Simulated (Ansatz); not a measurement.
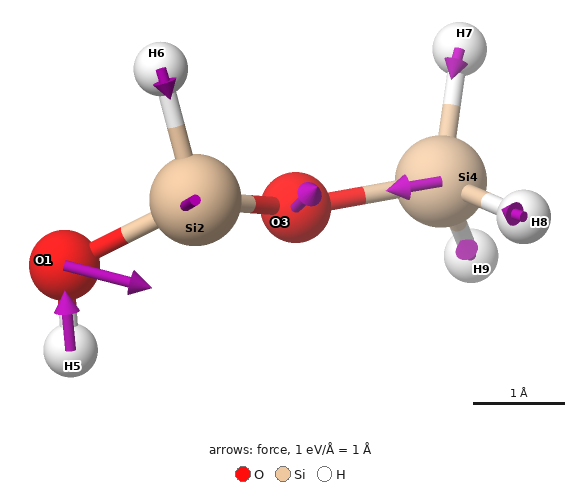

Starting geometry of Si₂H₅O₂ (multiplicity 2) with the computed forces as purple arrows. A ball-and-stick model, seen at a tilt.

The start comes from PBE-D4/def2-SVP.

Method: UKS PBE0-D4/def2-TZVP in Ansatz 0.2.0. (force threshold 0.005 eV/Å; at most 150 steps)

**What follows when this structure is relaxed?**

It isn't relaxed: the largest force vector, on Si2, is 1.12 eV/Å. The final displacements have little in common with the starting forces (cosine between the two patterns 0.23). The energy falls by 8.75 kJ/mol in 20 accepted moves (21 points after the start). Largest force component: 0.8 eV/Å at the start, 0.0019 eV/Å at the end. The line search rejected the trial step at point 9 of the run. The largest move after the best rigid fit is that of H6, 0.19 Å. Largest moves by element: H 0.19 Å, O 0.17 Å, Si 0.09 Å. Some distances before and after: O1–Si2 1.679 → 1.642 Å, Si2–H6 1.516 → 1.492 Å, Si4–H7 1.505 → 1.485 Å, Si4–H8 1.506 → 1.486 Å. Bond angles that change, for instance: Si2–O3–Si4 143.2° → 149.1°, Si2–O1–H5 115.3° → 118.3°. The run took roughly 2.8 core-minutes on a shared host.
